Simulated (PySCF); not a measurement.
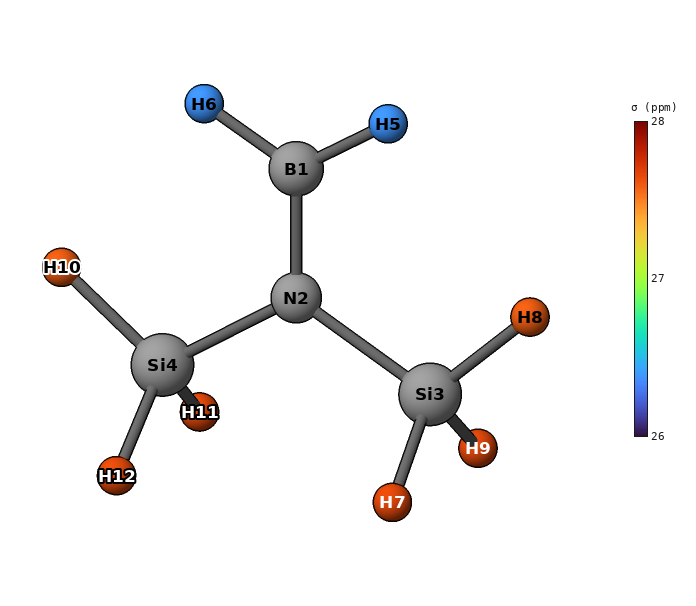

Atoms are coloured by their isotropic NMR shieldings (H only, the others grey). Computed geometry: PBE0-D3(BJ)/def2-SVP optimisation. No frequency run is at hand to confirm it as a minimum. Properties computed with GIAO PBE0/pcSseg-0 NMR shielding, non-relativistic, gas phase (PySCF 2.14.0).

List the isotropic NMR shieldings of the H atoms.

```
atom  σ (ppm)
  H5    26.39
  H6    26.39
  H7    27.64
  H8    27.59
  H9    27.64
 H10    27.59
 H11    27.64
 H12    27.64
```
